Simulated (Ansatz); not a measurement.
BClHO···ClH3Si (doublet)

Input

```
crystal:
  periodic: [false, false, false]
  atoms:
    - { symbol: B, position_ang: [0.090003, 0.286635, -0.451134] }
    - { symbol: Cl, position_ang: [-0.027381, 0.410098, 2.610014] }
    - { symbol: O, position_ang: [1.300023, -0.203724, -0.753645] }
    - { symbol: H, position_ang: [1.280705, -0.987861, -1.346] }
    - { symbol: Cl, position_ang: [-1.448657, -0.354254, -1.052868] }
    - { symbol: Si, position_ang: [-0.017515, 0.034958, 4.696218] }
    - { symbol: H, position_ang: [-0.781434, -1.224953, 4.985753] }
    - { symbol: H, position_ang: [1.400726, -0.110376, 5.162995] }
    - { symbol: H, position_ang: [-0.665271, 1.197578, 5.385967] }
magnetization:
  spin_polarized: true
  initial_magnetization: 1
basis:
  gaussian: { orbitals: def2-SVP }
hamiltonian:
  xc: pbe
relax:
  f_tol: 0.03
  max_steps: 50
output:
  orbitals: {}
```

Command:

```sh
ansatz run input.yaml --threads 4 --pin off --max-ram 5120MiB --backend cpu --events-out ev --progress --plain --runs-dir out
```

The fields are those of the run's last geometry, not of the input's.

Level of theory: UKS PBE/def2-SVP in Ansatz.

What will maps of the electron density, electron localisation function and spin density show?

B–O (1.34 Å): ρ is about 2.2 e/Å³ halfway; the ELF peaks at about 0.90 between the atoms (a short, strongly polar bond).
B–Cl (1.77 Å): ρ at the midpoint is about 1.3 e/Å³; the ELF peaks at about 0.90 between the atoms; a shared but strongly polarised pair.
O–H (0.98 Å): ρ at the midpoint is about 3.5 e/Å³; the ELF climbs to about 1 towards the hydrogen, as it does in any bond to H; a covalent bond by its length.
The unpaired spin (1 electron) lies mostly on B1 (about 0.8) and Cl5 (about 0.1), in electrons by Hirshfeld's partition.

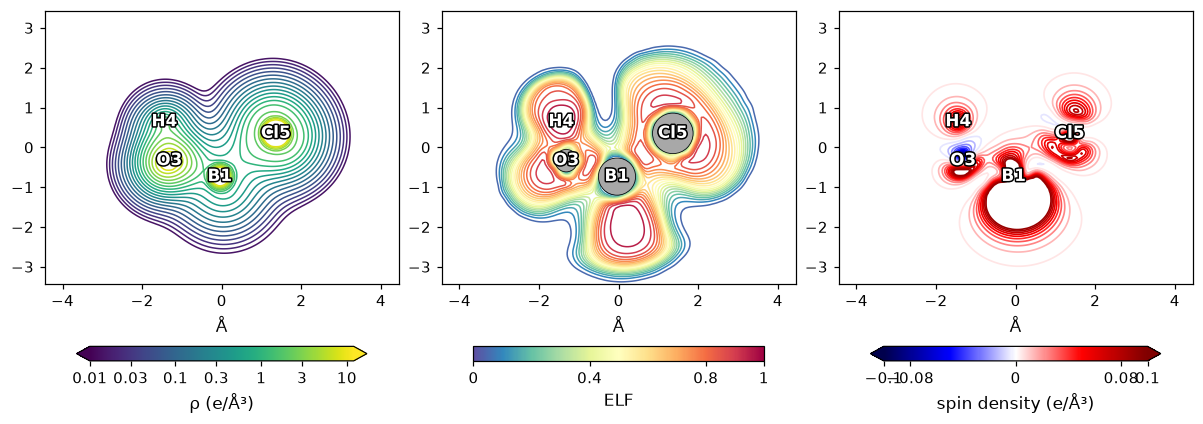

Computed electron density, electron localisation function and spin density on the plane of atoms B1, O3 and H4, in this order. Grey discs cover the atomic cores in the ELF map. 
